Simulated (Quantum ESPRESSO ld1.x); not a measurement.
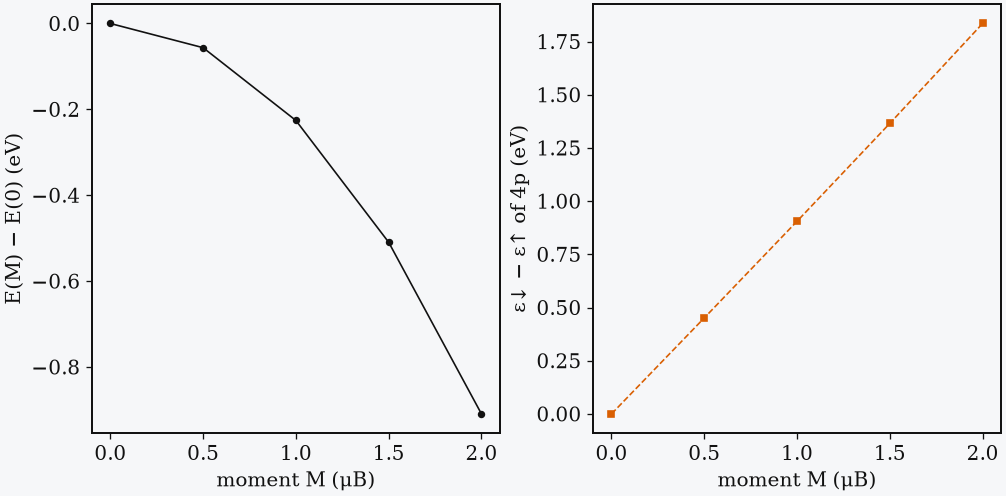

For Rb³⁺ in [Ar] 3d10 4s2 4p4, the spin moment of the 4p shell is fixed at a series of values. Theory: scalar-relativistic Kohn-Sham, LDA (Slater exchange, Perdew-Zunger correlation), spin-polarised, spherical densities, point nucleus (computed with Quantum ESPRESSO ld1.x 7.5). The plot shows the energy and the exchange splitting.

Q: Describe both curves.

A: The energy falls with the moment, to −0.909 eV at M = 2 μB, the largest moment run, in line with Hund's first rule (at fractional spins the functional's fractional-spin error adds to the fall). A fit E = −I M²/4 gives an exchange integral I of about 0.91 eV, and the exchange splitting grows nearly in proportion to M, to 1.84 eV (0.92 eV per μB).
